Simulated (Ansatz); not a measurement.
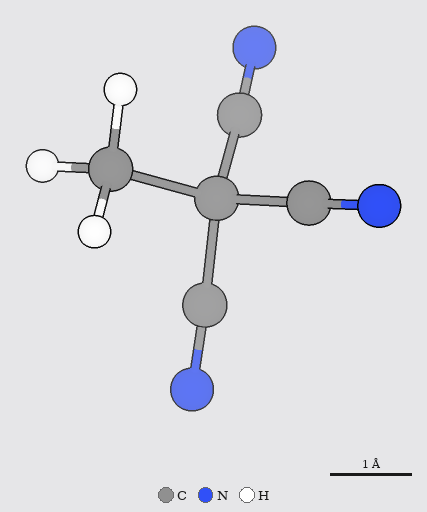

C$_{5}$H$_{3}$N$_{3}$, before the relaxation. Style: ball-and-stick. Shown at a tilt.

The start comes from PBE-D4/def2-SVP.

Level of theory: RKS PBE0-D4/def2-TZVP in Ansatz.

The input:
```yaml
crystal:
  periodic: [false, false, false]
  atoms:
    - {symbol: C, position_ang: [-0.793515, -0.603242, -0.781413]}
    - {symbol: C, position_ang: [0.184767, 0.140471, 0.181916]}
    - {symbol: C, position_ang: [1.579312, 0.001082, -0.307301]}
    - {symbol: N, position_ang: [2.662289, -0.133311, -0.727693]}
    - {symbol: C, position_ang: [-0.164958, 1.581793, 0.243433]}
    - {symbol: N, position_ang: [-0.474753, 2.709307, 0.262592]}
    - {symbol: C, position_ang: [0.089953, -0.439264, 1.545159]}
    - {symbol: N, position_ang: [-0.016034, -0.925249, 2.603559]}
    - {symbol: H, position_ang: [-1.828365, -0.492815, -0.407767]}
    - {symbol: H, position_ang: [-0.714480, -0.163750, -1.793007]}
    - {symbol: H, position_ang: [-0.524228, -1.675042, -0.819479]}
basis:
  gaussian: {orbitals: def2-TZVP}
hamiltonian: {xc: pbe0, dispersion: d4}
relax: {f_tol: 0.005, max_steps: 150}
```

Command:
```bash
ansatz run in.yaml --threads 2 --pin off --events-out ev --progress --plain --max-ram 32768MiB --backend cuda --devices 0, --max-vram 18GiB
```

Where does the relaxation end?

Answer. After 3 geometry steps the energy has fallen by 0.115 eV. Largest force component: 2.5 eV/Å at the start, 0.002 eV/Å at the end. The largest moves after the best rigid fit, 0.036 Å, are those of N4, N6 and N8. Largest moves by element: N 0.036 Å, H 0.028 Å, C 0.015 Å. Among the contacts that change: C3–N4 1.169 → 1.147 Å, C1–H10 1.106 → 1.089 Å, C1–C2 1.561 → 1.547 Å, C2–C3 1.484 → 1.472 Å.

History of the run:

```csv
step,"E − E(0), eV","largest force component, eV/Å"
0,0.0000,2.4975
1,-0.1123,0.2677
2,-0.1149,0.0336
3,-0.1149,0.0020
```

Final geometry:

```xyz
11

C    -0.7840   -0.5960   -0.7720
C     0.1852    0.1408    0.1823
C     1.5660   -0.0003   -0.3070
N     2.6267   -0.1347   -0.7230
C    -0.1656    1.5689    0.2398
N    -0.4729    2.6741    0.2556
C     0.0873   -0.4375    1.5321
N    -0.0200   -0.9173    2.5687
H    -1.8020   -0.4858   -0.4017
H    -0.7042   -0.1613   -1.7671
H    -0.5165   -1.6509   -0.8077
```
